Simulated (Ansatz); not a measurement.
# C$_{3}$H$_{10}$Si (SMILES C[SiH](C)C): what the fields show

```
atom    x (Å)    y (Å)    z (Å)
   C   1.0732   0.1349   0.4009
   C  -0.4109  -0.5581  -2.2096
   C  -1.9919  -0.1854   0.4094
  Si  -0.5050   0.3847  -0.5873
   H   1.2220  -0.9260   0.6423
   H   1.0430   0.6924   1.3458
   H   1.9521   0.4770  -0.1604
   H  -0.6584   1.8451  -0.8878
   H  -1.3192  -0.4113  -2.8080
   H  -0.2974  -1.6358  -2.0318
   H   0.4435  -0.2264  -2.8133
   H  -1.9177  -1.2544   0.6495
   H  -2.0715   0.3656   1.3552
   H  -2.9258  -0.0311  -0.1462
```

Geometry: PBE0-D3(BJ)/pcseg-1.

Method: Ansatz, isolated molecule in a Gaussian basis; Kohn-Sham density functional theory, functional PBE0.

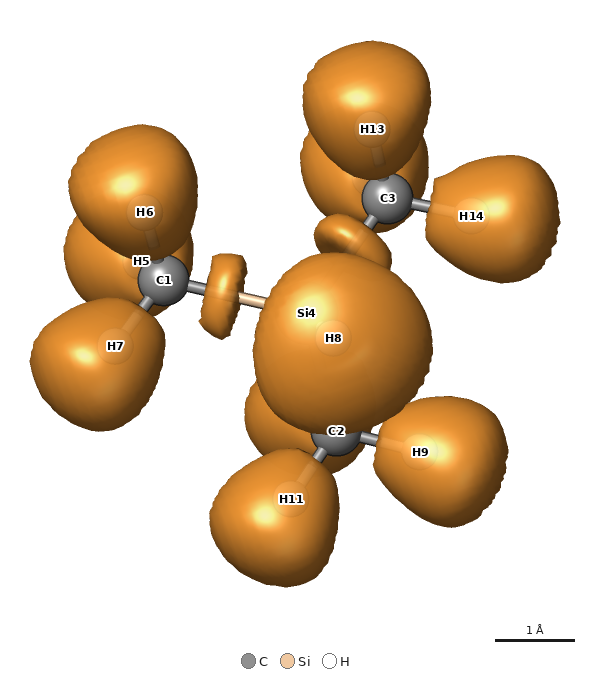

Figure 1. Isosurface of the electron localisation function at 0.85 (orange), seen at a tilt. Only the valence region is drawn (cores and ρ < 0.01 e/Å³ removed).

Identify the bonds, lone pairs and shells in this picture.

Answer. At this value the surface marks out three regions between bonded C–Si atoms (shared pairs) and ten regions around hydrogen nuclei.


C–Si (1.88 Å): the ELF peaks at about 0.95 between the atoms, as expected for a shared electron pair. C–H (1.10 Å): the ELF climbs to about 1 towards the hydrogen, as it does in any bond to H: an ordinary covalent bond to hydrogen.

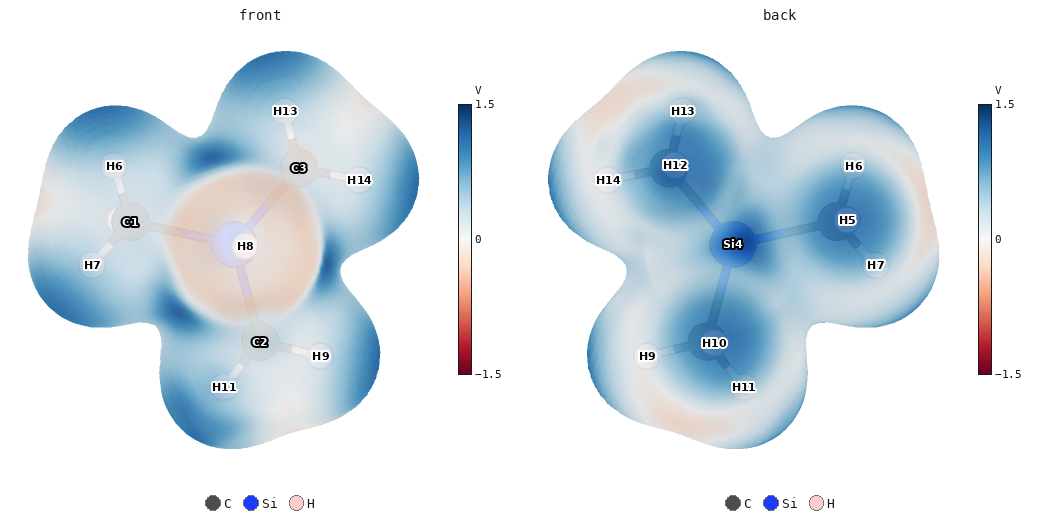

Figure 2. The molecular electrostatic potential painted on the density surface at 0.004 e/bohr³, seen from the front and from behind; red is negative and blue positive.

Where is the surface potential most negative and most positive?

Answer. The most negative region (about −0.3 V) lies over H8, the most positive (about +1.2 V) over Si4, H10 and H12.

How polar is the molecule by this calculation?

Answer. Its dipole moment is 0.58 D.

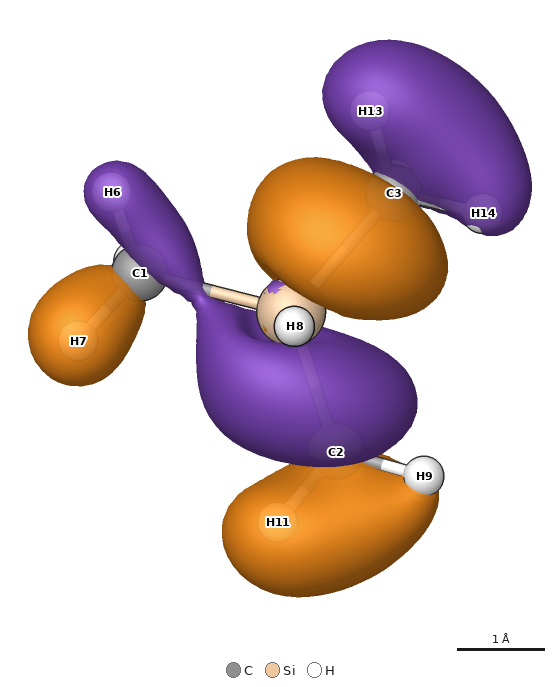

Figure 3. The HOMO at ±0.08 Å⁻³ᐟ² (orange and purple are the two phases), seen across its widest extent.

What is the character of this orbital?

Answer. It lies mainly on C2 (about 25 %), C3 (about 25 %) and Si4 (about 25 %). It is one of a degenerate set, so its orientation is arbitrary. Its energy is −8.54 eV.
